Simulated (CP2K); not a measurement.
# GFN1-xTB run of C3H11AlO (SMILES C[Al-](C)(C)[OH2+])

What is the energy change on altering one bond length of C3H11AlO at GFN1-xTB? 

Program for the calculation: CP2K 2026.2.

6 further runs of the same task are left out: 2 that didn't finish, 4 set aside as unsound or not needed.

### 1 The system as given

C3H11AlO has 16 atoms, charge 0, and is taken as a singlet. As SMILES, `C[Al-](C)(C)[OH2+]`. The coordinates come from a PBE0-D4/def2-TZVP relaxation. This is one conformer, not always the lowest.

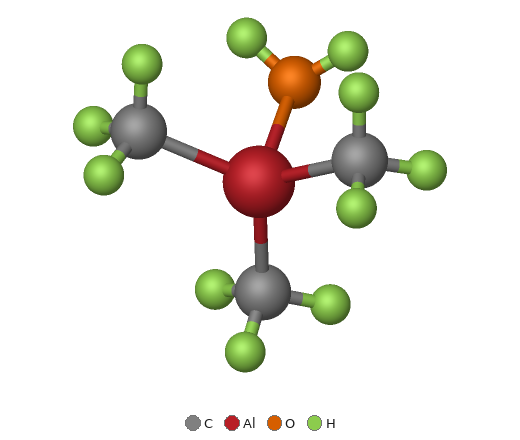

The structure, seen from a chosen angle (carbon grey, aluminium red, oxygen orange, hydrogen green).

### 2 A single-point energy at GFN1-xTB

Contents of molecule.xyz:

```xyz
16

C     -0.637980     0.723110    -1.712710
Al     0.085580    -0.140530    -0.085580
C      1.698930     0.654370     0.740480
C     -0.210750    -2.071140     0.142530
O     -1.268240     0.678630     1.227590
H     -0.585750     1.818080    -1.686750
H     -0.069050     0.414640    -2.597260
H     -1.679210     0.445600    -1.917720
H      1.843550     0.343900     1.782560
H      1.707300     1.750610     0.717030
H      2.601530     0.334090     0.207600
H     -0.016600    -2.405220     1.167190
H      0.454110    -2.651670    -0.507280
H     -1.233710    -2.369370    -0.110180
H     -0.808840     1.221910     1.877580
H     -1.880870     1.252980     0.754900
```

Contents of run.inp:

```
&GLOBAL
  PROJECT_NAME run
  RUN_TYPE ENERGY
  PRINT_LEVEL MEDIUM
&END

&FORCE_EVAL
  METHOD QUICKSTEP
  &DFT
    ! Quickstep
    &QS
      METHOD XTB
      EPS_DEFAULT 1.0E-10
      &XTB
        GFN_TYPE TBLITE
        &TBLITE
          METHOD GFN1
        &END
        CHECK_ATOMIC_CHARGES F
      &END
    &END
    ! no periodic images
    &POISSON
      PERIODIC NONE
      POISSON_SOLVER ANALYTIC
    &END
    &SCF
      SCF_GUESS ATOMIC
      EPS_SCF 1.0E-06
      MAX_SCF 150
      ADDED_MOS 4
      &DIAGONALIZATION
        ALGORITHM STANDARD
      &END
      &MIXING
        METHOD DIRECT_P_MIXING
        ALPHA 0.4
      &END
      &SMEAR ON
        METHOD FERMI_DIRAC
        ELECTRONIC_TEMPERATURE [K] 300
      &END
    &END
    &PRINT
      &MOMENTS
        PERIODIC F
        REFERENCE COM
        MAX_MOMENT 1
      &END
      &MO ON
        ENERGIES T
        OCCUPATION_NUMBERS T
        NDIGITS 6
        &EACH
          QS_SCF 0
        &END
        ADD_LAST NUMERIC
      &END
      &HIRSHFELD OFF
      &END
    &END
  &END
  &SUBSYS
    &CELL
      ABC 20.5 20.5 20.5
      PERIODIC NONE
    &END
    &TOPOLOGY
      COORD_FILE_NAME molecule.xyz
      COORD_FILE_FORMAT XYZ
      &CENTER_COORDINATES
      &END
    &END
  &END
&END
```

The run is started by

```
$ OMP_NUM_THREADS=1 cp2k.psmp run.inp > run.out
```

Log, shortened:

```text
CP2K| version string:                                       CP2K version 2026.2
[...]
 GLOBAL| Method name                                                        CP2K
[...]
 GLOBAL| Run type                                                         ENERGY
[...]
                             - Atoms:                                         16
[...]
                             - Spherical basis functions:                     47
[...]
 Number of electrons:                                                         32
[...]
  *** SCF run converged in    11 steps ***
[...]
  Fermi energy:                                                -0.23948318406346
[...]
 TB_DIPOLE| Moment [Debye]         -2.05453799       2.57451603       2.02937976
 TB_DIPOLE| Derivative [a.u.]       0.00000000       0.00000000       0.00000000
[...]
 ENERGY| Total FORCE_EVAL ( QS ) energy [hartree]            -18.242345719841381
[...]
```

It took 2 s on 1 thread of Intel Xeon at 2.70GHz, shared host; peak memory 0.29 GiB.

### 3 The distorted shape

Contents of molecule.xyz:

```xyz
16

C     -0.434918     0.600243    -1.909675
Al     0.288642    -0.263397    -0.282545
C      1.901992     0.531503     0.543515
C     -0.007688    -2.194007    -0.054435
O     -1.268240     0.678630     1.227590
H     -0.382688     1.695213    -1.883715
H      0.134012     0.291773    -2.794225
H     -1.476148     0.322733    -2.114685
H      2.046612     0.221033     1.585595
H      1.910362     1.627743     0.520065
H      2.804592     0.211223     0.010635
H      0.186462    -2.528087     0.970225
H      0.657172    -2.774537    -0.704245
H     -1.030648    -2.492237    -0.307145
H     -0.808840     1.221910     1.877580
H     -1.880870     1.252980     0.754900
```

Contents of qs.inp:

```
&GLOBAL
    PROJECT qs
    RUN_TYPE ENERGY
    PRINT_LEVEL MEDIUM
&END

&FORCE_EVAL
    METHOD QUICKSTEP
    &DFT
        CHARGE 0
        MULTIPLICITY 1
        &QS
            METHOD XTB
            EPS_DEFAULT 1.0E-10
            &XTB
                GFN_TYPE TBLITE
                &TBLITE
                    METHOD GFN1
                &END
                CHECK_ATOMIC_CHARGES F
            &END
        &END
        &POISSON
            PERIODIC NONE
            POISSON_SOLVER ANALYTIC
        &END
        &SCF
            SCF_GUESS ATOMIC
            EPS_SCF 1.0E-06
            MAX_SCF 150
            ADDED_MOS 4
            &DIAGONALIZATION
                ALGORITHM STANDARD
            &END
            &MIXING
                METHOD DIRECT_P_MIXING
                ALPHA 0.4
            &END
            &SMEAR ON
                METHOD FERMI_DIRAC
                ELECTRONIC_TEMPERATURE [K] 300
            &END
        &END
        &PRINT
            &MOMENTS
                PERIODIC F
                REFERENCE COM
                MAX_MOMENT 1
            &END
            &MO ON
                ENERGIES T
                OCCUPATION_NUMBERS T
                NDIGITS 6
                &EACH
                    QS_SCF 0
                &END
                ADD_LAST NUMERIC
            &END
            &HIRSHFELD OFF
            &END
        &END
    &END
    &SUBSYS
        &CELL
            ABC [angstrom] 20.7 20.5 20.7
            PERIODIC NONE
        &END
        &TOPOLOGY
            COORD_FILE_NAME molecule.xyz
            COORD_FILE_FORMAT XYZ
            &CENTER_COORDINATES
            &END
        &END
    &END
&END
```

The run is started by

```
$ OMP_NUM_THREADS=1 cp2k.psmp -i qs.inp > qs.out 2>&1
```

Log, shortened:

```text
CP2K| version string:                                       CP2K version 2026.2
[...]
 GLOBAL| Method name                                                        CP2K
[...]
 GLOBAL| Run type                                                         ENERGY
[...]
                             - Atoms:                                         16
[...]
                             - Spherical basis functions:                     47
[...]
 Number of electrons:                                                         32
[...]
  *** SCF run converged in    12 steps ***
[...]
  Fermi energy:                                                -0.23978092542744
[...]
 TB_DIPOLE| Moment [Debye]         -1.89608639       2.52440112       1.87707973
 TB_DIPOLE| Derivative [a.u.]       0.00000000       0.00000000       0.00000000
[...]
 ENERGY| Total FORCE_EVAL ( QS ) energy [hartree]            -18.240439144162142
[...]
```

It took 2.2 s on 1 thread of Intel Xeon at 2.70GHz, shared host; peak memory 0.29 GiB.

### 4 Summary of results

At GFN1-xTB:

```
                                                          quantity          value
                                         first shape: total energy   -18.24235 Eh
            first shape: dipole moment (from atomic charges alone)         3.87 D
                                          first shape: HOMO energy      -10.30 eV
                                          first shape: LUMO energy       -5.64 eV
                                        first shape: HOMO–LUMO gap        4.66 eV
                                    first shape: dispersion energy  -13.47 kJ/mol
                                     distorted shape: total energy   -18.24044 Eh
        distorted shape: dipole moment (from atomic charges alone)         3.67 D
                                      distorted shape: HOMO energy      -10.38 eV
                                      distorted shape: LUMO energy       -5.65 eV
                                    distorted shape: HOMO–LUMO gap        4.73 eV
                                distorted shape: dispersion energy  -13.12 kJ/mol
energy change with the Al2–O5 bond stretched from 2.056 to 2.365 Å       0.052 eV
```

What this shows: With the Al2–O5 bond stretched from 2.056 to 2.365 Å the energy rises by 0.05 eV (1.2 kcal/mol). The first shape isn't relaxed at this level, so the change isn't measured from a minimum. The dipole (first shape) comes from point charges on the atoms alone, without atomic dipoles, so it is partial. The dipole (distorted shape) comes from point charges on the atoms alone, without atomic dipoles, so it is partial.
